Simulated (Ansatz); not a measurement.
**SiBrCl3 (bromotrichlorosilane): PBE0/cc-pVDZ**

Aim: the energy change on altering one bond length of SiBrCl3 (bromotrichlorosilane) at PBE0/cc-pVDZ, from 2 runs. 

The results are computed with Ansatz 0.2.0.

55 further runs of the same task are left out: 12 that didn't finish, 43 set aside as unsound or not needed.

## (1) The system as given

The species is SiBrCl3 (5 atoms), meant as a singlet with charge 0. SMILES: `Cl[Si](Cl)(Cl)Br`. The coordinates come from a PBE0-D4/def2-TZVP relaxation.

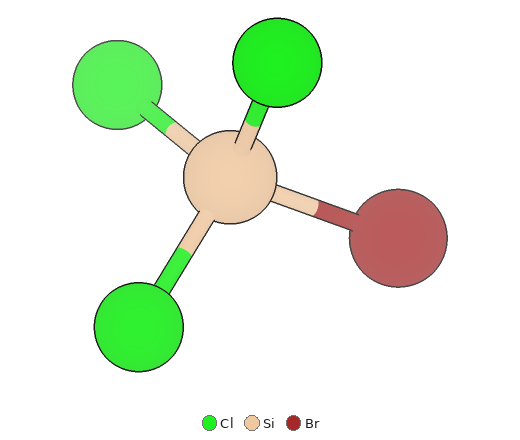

The structure, seen from a chosen angle (chlorine green, silicon light orange, bromine red).

## (2) The energy at PBE0/cc-pVDZ

Contents of input.yaml:

```yaml
crystal:
  periodic: [false, false, false]
  atoms:
    - {symbol: Cl, position_ang: [-0.852900, -0.217700, 1.821600]}
    - {symbol: Si, position_ang: [0.003400, -0.042600, -0.003200]}
    - {symbol: Cl, position_ang: [1.690500, -1.158200, -0.059200]}
    - {symbol: Cl, position_ang: [-1.285700, -0.709700, -1.412800]}
    - {symbol: Br, position_ang: [0.494400, 2.054400, -0.387900]}
basis:
  gaussian:
    orbitals: cc-pVDZ
hamiltonian:
  xc: {name: PBE0}
accuracy: high
output:
  orbitals: {seedname: orbitals}
```

The run is started by

```sh
$ ansatz run input.yaml --threads 1 --pin off --max-ram 3480MiB --events-out events.jsonl --progress --plain --runs-dir runs
```

Log:

```text
Warning: RAYON_NUM_THREADS=1 ignored (pool sized by the plan → 1); use --threads N
Functional definition: PBE0
  name "PBE0"
  parameter a = 0.25
  parameter kappa = 0.804
  parameter beta = 0.06672455060314922
  exchange = (1 - a)*pbe_x(kappa = kappa, mu = beta*pi^2/3) + a*exact_x
  correlation = pbe_c(beta = beta)
2154 factors; integrals over basis functions are off by at most 4.6e-9 eV
mean field evaluation 1: about -115472.3114 eV, gradient 1.6e1 eV
mean field evaluation 2: about -115472.1059 eV, gradient 1.8e1 eV
mean field evaluation 4: about -115472.9884 eV, gradient 2.7e-1 eV
mean field evaluation 8: about -115473.1664 eV, gradient 9.8e-2 eV
mean field evaluation 16: about -115473.1665 eV, gradient 3.1e-6 eV
mean field -115473.16646246 eV, -4243.5605969719 hartree, gradient 3.7e-8 eV, S^2 0.000000; 0 other end points of the search recorded, 0 dependent functions left out
reference -115473.16646462 eV, -4243.5605970512 hartree; 50, 50 occupied and 49, 49 virtual orbitals, 2154 factors
Total energy: -115473.16646462 eV, -4243.5605970512 hartree
```

Run time: 19 s. Hardware: 1 thread of Arm Neoverse V2, shared host; peak memory 0.47 GiB.

## (3) The distorted shape, same level

Contents of job.yaml:

```yaml
crystal:
  periodic: [false, false, false]
  atoms:
    - symbol: Cl
      position_ang: [-2.877418, 1.121018, 1.888800]
    - symbol: Si
      position_ang: [-2.021118, 1.296118, 0.064000]
    - symbol: Cl
      position_ang: [1.690500, -1.158200, -0.059200]
    - symbol: Cl
      position_ang: [-3.310218, 0.629018, -1.345600]
    - symbol: Br
      position_ang: [-1.530118, 3.393118, -0.320700]
basis:
  gaussian:
    orbitals: cc-pVDZ
hamiltonian:
  xc: pbe0
accuracy: high
output:
  orbitals: {seedname: orbitals}
```

The run is started by

```sh
$ ansatz run job.yaml --threads 1 --pin off --max-ram 3480MiB --events-out events.jsonl --progress --plain --runs-dir runs
```

Log:

```text
Warning: RAYON_NUM_THREADS=1 ignored (pool sized by the plan → 1); use --threads N
[... 7 set-up lines as earlier in the session ...]
2069 factors; integrals over basis functions are off by at most 4.6e-9 eV
mean field evaluation 1: about -115463.4177 eV, gradient 2.9e1 eV
mean field evaluation 2: about -115234.2200 eV, gradient 1.3e2 eV
mean field evaluation 4: about -115453.5358 eV, gradient 3.8e1 eV
mean field evaluation 8: about -115467.8602 eV, gradient 5.9e0 eV
mean field evaluation 16: about -115468.1907 eV, gradient 3.2e-4 eV
mean field evaluation 32: about -115468.1020 eV, gradient 1.7e0 eV
mean field -115468.19067716 eV, -4243.3777402350 hartree, gradient 9.2e-8 eV, S^2 0.000000; 4 other end points of the search recorded, 0 dependent functions left out
reference -115468.19067965 eV, -4243.3777403266 hartree; 50, 50 occupied and 49, 49 virtual orbitals, 2069 factors
Total energy: -115468.19067965 eV, -4243.3777403266 hartree
```

Wall time 22 s (1 thread of Arm Neoverse V2, shared host); peak memory 0.44 GiB.

## (4) Results

Level: PBE0/cc-pVDZ.

```
                                                           quantity           value
                                          first shape: total energy  -4243.56060 Eh
                                           first shape: HOMO energy        -9.02 eV
                                           first shape: LUMO energy        -0.87 eV
                                         first shape: HOMO–LUMO gap         8.15 eV
                                      distorted shape: total energy  -4243.37774 Eh
                                       distorted shape: HOMO energy        -7.19 eV
                                       distorted shape: LUMO energy        -5.91 eV
                                     distorted shape: HOMO–LUMO gap         1.28 eV
energy change with the Si2–Cl3 bond stretched from 2.023 to 4.451 Å        4.976 eV
```

In words: One bond (distorted shape) is far stretched, which a spin-restricted single reference describes badly; a broken-symmetry solution may lie lower. With the Si2–Cl3 bond stretched from 2.023 to 4.451 Å the energy rises by 4.98 eV (480 kJ/mol). The first shape isn't relaxed at this level, so the change isn't measured from a minimum. A restricted reference can't describe the breaking bond well at this length.
